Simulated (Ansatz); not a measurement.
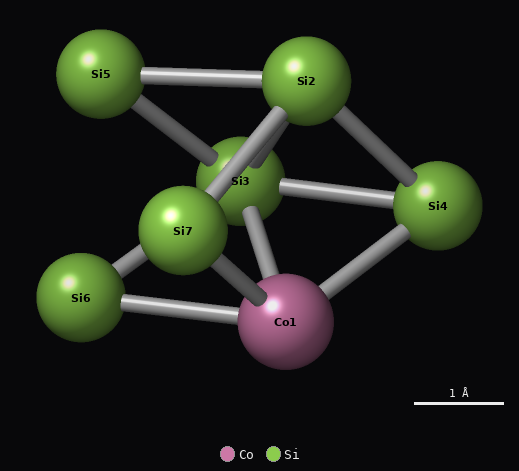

**Figure 1.** The input geometry (ball-and-stick view, seen at a tilt; atoms are numbered from 1 in the order of the input). Sticks mark near contacts. Bond lengths as drawn: Co–Si 2.14 to 2.43 Å and Si–Si 2.38 to 2.45 Å.

Run report: CoSi₆ (charge −1), single-point calculation

CoSi₆, charge −1, multiplicity 3, computed with UKS r2SCAN-D4/def2-TZVPD (Ansatz 0.2.0).

The geometry comes from this level: r2SCAN-D4/def2-SVP.

The program's output:
```
Functional definition: r2SCAN
  name "r2SCAN"
  cite "Furness, Kaplan, Ning, Perdew & Sun, J. Phys. Chem. Lett. 11, 8208 (2020) doi:10.1021/acs.jpclett.0c02405"
  cite "Furness, Kaplan, Ning, Perdew & Sun, J. Phys. Chem. Lett. 11, 9248 (2020) doi:10.1021/acs.jpclett.0c03077"
  parent r2scan
  parameter k0 = 0.174
  parameter k1 = 0.065
  parameter a1 = 4.9479
  exchange = r2scan_x(k0 = k0, k1 = k1, a1 = a1)
  correlation = r2scan_c
these checks for a lower state are left out or cut short: starts
2113 factors; their error is unknown
mean field evaluation 1: about -84891.3410 eV, gradient 8.0e0 eV
mean field evaluation 2: about -84891.5410 eV, gradient 4.9e-1 eV
mean field evaluation 4: about -84891.5329 eV, gradient 1.6e-1 eV
mean field evaluation 8: about -84891.5340 eV, gradient 8.4e-4 eV
mean field evaluation 16: about -84891.5340 eV, gradient 7.9e-6 eV
mean field -84891.53399914 eV, -3119.7063329201 hartree, gradient 8.0e-6 eV, S^2 2.200875; 0 other end points of the search recorded, 0 dependent functions left out
reference -84891.53402677 eV, -3119.7063339353 hartree; 57, 55 occupied and 249, 251 virtual orbitals, 2113 factors
Total energy: -84891.65632366 eV, -3119.7108282631 hartree
Checks for a lower state left out: starts
```

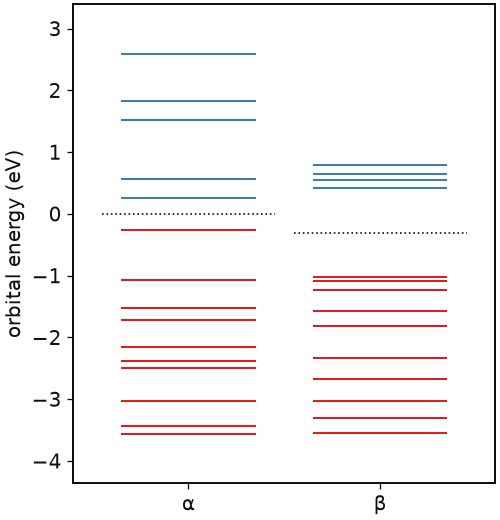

**Figure 2.** Orbital energies near the frontier for α and β spins; the dotted line parts filled from empty levels, and levels within 0.02 eV of each other stand side by side. α: highest filled −0.26 eV, lowest empty 0.25 eV, 0.51 eV apart; β: highest filled −1.02 eV, lowest empty 0.41 eV, 1.43 eV apart.

This output came from the following input.

Input:
```yaml
crystal:
  periodic: [false, false, false]
  atoms:
    - {symbol: Co, position_ang: [1.235540, 0.219109, 0.867929]}
    - {symbol: Si, position_ang: [-1.396385, 0.936539, 0.296331]}
    - {symbol: Si, position_ang: [0.426706, 0.414333, -1.252590]}
    - {symbol: Si, position_ang: [0.579332, 2.317153, 0.176563]}
    - {symbol: Si, position_ang: [-1.411863, -1.115841, -1.021962]}
    - {symbol: Si, position_ang: [1.021530, -1.793048, -0.473942]}
    - {symbol: Si, position_ang: [-0.454860, -0.978255, 1.407673]}
basis:
  gaussian: {orbitals: def2-TZVPD, initial_orbitals: start.molden}
total_charge: -1
magnetization: {spin_polarized: true, initial_magnetization: 2}
hamiltonian: {xc: r2scan, dispersion: d4}
scf: {omitted_lower_state_checks: [starts]}
output: {orbitals: {seedname: orbitals}}
```

Command:
```bash
ansatz run in.yaml --threads 4 --pin off --events-out ev --progress --plain --max-ram 4787MiB
```

Results in brief:

- outcome: converged
- total energy: −84891.6563 eV
- mean-field energy: −84891.5340 eV
- dispersion energy: −0.1223 eV
- ⟨S²⟩: 2.201
- SCF solution under orbital rotations: stable
- HOMO (either spin): −0.26 eV
- LUMO (either spin): 0.25 eV
- hardware: 4 threads of Arm Neoverse V1, 23 GiB of memory available, shared host
- wall time: 1.9 min (CPU time 7.6 min)
- peak memory: 1.9 GiB

Remarks:

⟨S²⟩ is 2.20 against 2.00 for a pure state: the solution is spin-contaminated.
